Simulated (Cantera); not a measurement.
A closed system holds: 1 mol CH3SiCl3, 0.0067 mol C2H4, 1.7 mol H2, at 72.0 mbar.

These are equilibrium values from Cantera (NASA tables, ideal gas, pure condensed phases), not measurements of a reactor. Candidate condensed phases: C, C6H6, C7H8, C8H18, Si, SiC; 109 gas species. The feed counts by its element totals alone. The tables' values for SiCl3, SiCl are old estimates; treat these amounts as uncertain. Equilibrium is a limit: real reactors are often held back by kinetics, nucleation or transport.

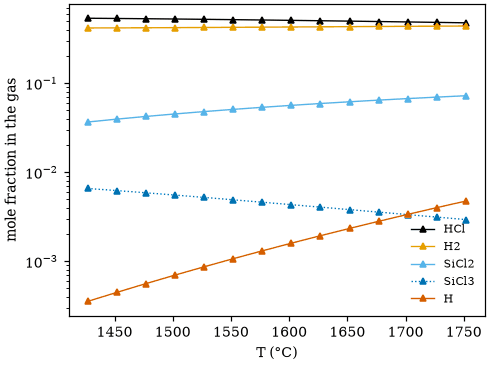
Equilibrium gas composition (values under 1e-9 drawn at 1e-9)

Question: Read off the mole fractions at 1602 °C.

Answer: HCl about 0.51, H2 about 0.43, SiCl2 about 0.056, SiCl3 about 0.0043, H about 0.0016.
